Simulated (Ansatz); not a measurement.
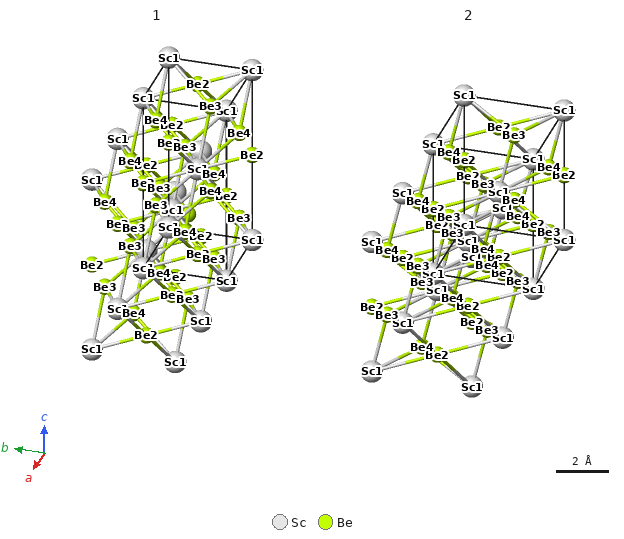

Two geometries of solid ScBe3 (built on the TiAl3 (D0_22)_139 type) (coarse preliminary run), drawn at one scale. One is the start of a relaxation, the other its converged end. The picture is a ball-and-stick view of the conventional cell (2 times the calculation's cell), repeated 3 × 1 × 1 with one cell outlined, seen from a free direction. Lengths and directions refer to the drawn axes.

These are results of DFT r2SCAN, scalar-relativistic, plane waves, PAW (Ansatz), not measurements. Settings: plane-wave cutoff 500 eV; k-point mesh 8 × 8 × 8; occupations gaussian; smearing width 0.1 eV; no spin polarisation; cell and atoms relaxed; force threshold 0.04 eV/Å; at most 70 steps.

**Which one is relaxed?**

Structure 2 is the relaxed one. Case: TiAl3 (D0_22) type (I4/mmm, No. 139). No atom moves by more than 0.005 Å relative to the cell. Cell: a = b 3.356 → 4.031 Å (+20.1 %), c 7.498 → 5.714 Å (−23.8 %). Volume +9.9 %. Among the contacts that change: Sc1–Sc1 3.356 → 4.031 Å, Sc1–Be2 2.373 → 2.850 Å, Sc1–Be3 2.516 → 2.470 Å. Bond angles that change, for instance: Sc1–Be4–Sc1 83.7° → 109.3°, Sc1–Be4–Sc1 123.7° → 109.5°. The space group (tolerance 0.01 Å) goes from I4/mmm (No. 139) to Fm-3m (No. 225). After 7 accepted moves (8 points after the start) the energy has fallen by 2.478 eV per cell of the calculation. All forces vanish by symmetry, so only the cell relaxes. Pressure: 25.15 GPa at the start and −0.15 GPa at the end. The SCF was repeated once at an unchanged geometry on a basis and grid sized afresh for the cell, which shifted the energy by 4.5 meV per cell of the calculation at most. Cost: 56 s on 1 thread of Arm Neoverse V2, on a shared host, peak memory 0.56 GiB.
